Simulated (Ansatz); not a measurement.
The starting structures come from a database of crystals and need not be the phases stable at ambient conditions.

 Where the default PAW files enter, the runs use the earlier of Ansatz's two default sets.

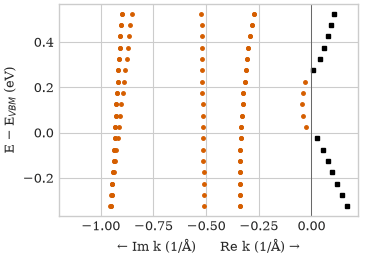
Complex bands at the centre of the two-dimensional zone; PBEsol run with Ansatz (an electronic-structure program)

The gap is the functional's own, uncorrected, and κ follows it; spin-orbit coupling is left out. Mid-gap values are interpolated between the computed energies.

Task: This is TlBiTe2 (R-3m, not sure to be the ambient phase, 4 atoms a cell, 34.3 Å³ an atom) along the normal of (001). Read off the slowest decay at the centre of the two-dimensional zone at 0.12 eV, the computed energy nearest the middle of the gap.

Result: κ ≈ 0.04 1/Å, a decay length 1/(2κ) of the density of 11 Å.
